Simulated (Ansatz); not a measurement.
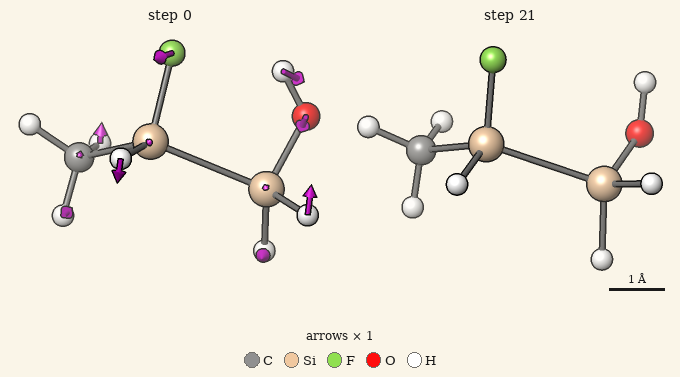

The structure of CH7FOSi2 before (left) and after (right) a relaxation, at one scale. The purple arrows give the displacements, at their true length.

Style: ball-and-stick. Shown at a tilt.

The start comes from PBE-D4/def2-SVP.

Level of theory: RKS PBE0-D4/def2-TZVP in Ansatz.

The input:
```yaml
crystal:
  periodic: [false, false, false]
  atoms:
    - {symbol: C, position_ang: [-1.572578, 0.202369, -1.124478]}
    - {symbol: Si, position_ang: [-0.464648, -0.761354, 0.045117]}
    - {symbol: F, position_ang: [-1.012386, -0.516614, 1.603797]}
    - {symbol: Si, position_ang: [1.705459, 0.134968, 0.297224]}
    - {symbol: O, position_ang: [1.491138, 1.141690, 1.640408]}
    - {symbol: H, position_ang: [-2.627340, -0.129142, -1.041190]}
    - {symbol: H, position_ang: [-1.244080, 0.044970, -2.172826]}
    - {symbol: H, position_ang: [-1.526880, 1.288743, -0.909840]}
    - {symbol: H, position_ang: [-0.569253, -2.238650, -0.231037]}
    - {symbol: H, position_ang: [2.753283, -0.928268, 0.520827]}
    - {symbol: H, position_ang: [2.152502, 0.979601, -0.864884]}
    - {symbol: H, position_ang: [0.732782, 0.836588, 2.176281]}
basis:
  gaussian: {orbitals: def2-TZVP}
hamiltonian: {xc: pbe0, dispersion: d4}
relax: {f_tol: 0.005, max_steps: 150}
```

Command:
```bash
ansatz run in.yaml --threads 4 --pin off --events-out ev --progress --plain --max-ram 10444MiB
```

> Summarise the run.

After 20 accepted moves (21 points after the start) the energy has fallen by 0.119 eV. The largest force component goes from 1.1 to 0.001 eV/Å. The line search rejected the trial step at point 7 of the run. The largest move after the best rigid fit is that of H12, 0.70 Å. Largest moves by element: H 0.70 Å, F 0.64 Å, O 0.53 Å, C 0.14 Å, Si 0.12 Å. Near-neighbour distances that change, for instance: Si2–F3 1.670 → 1.616 Å, Si4–O5 1.692 → 1.656 Å, O5–H12 0.977 → 0.958 Å, Si4–H11 1.505 → 1.486 Å. Among the angles between lasting bonds that change: Si2–Si4–O5 101.2° → 111.1°, F3–Si2–Si4 98.4° → 106.9°, Si4–O5–H12 110.3° → 117.0°. Groups turn about Si4–O5 by about 35°, Si2–Si4 by about 35°. The run took 58 s on 4 threads of Intel Xeon Platinum 8488C (shared host).
